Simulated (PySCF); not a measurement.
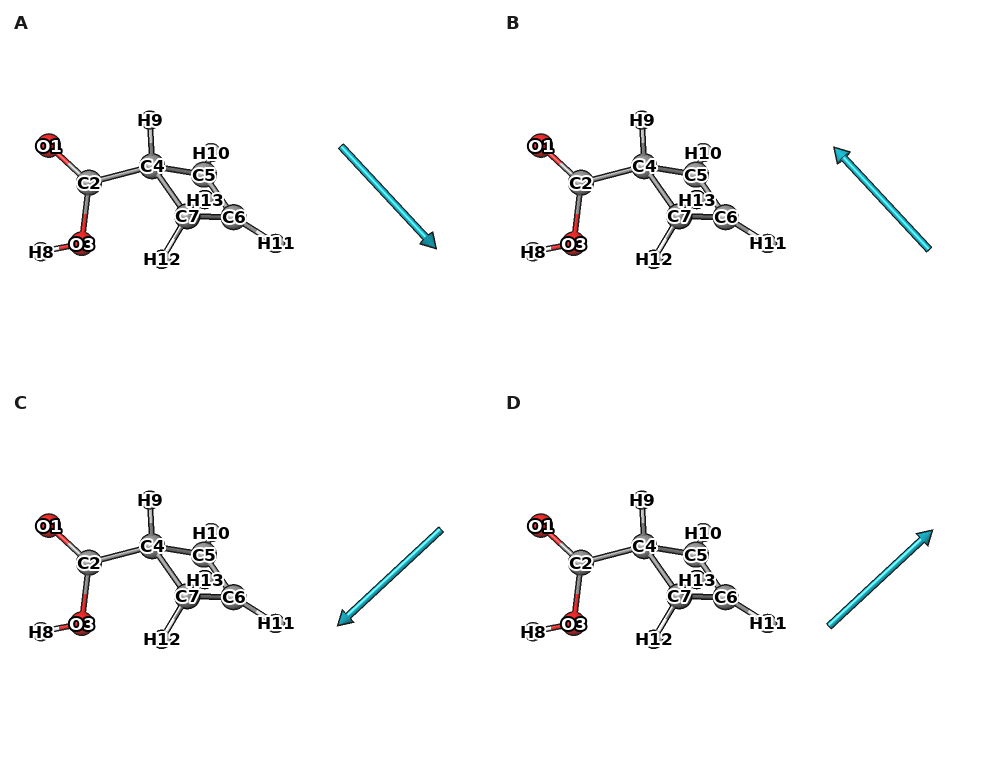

The same molecule four times, each with an arrow. The geometry was computed by an optimisation with GFN2-xTB. No frequency run is at hand to confirm it as a minimum. Properties computed with B3LYP/def2-SVPD, gas phase (PySCF 2.14.0).

**Which arrow points along the dipole moment, from the negative to the positive end?**

A. The dipole moment is 2.20 D; it points from the side of O1 to the side of H11 (the outermost atoms at the two ends).
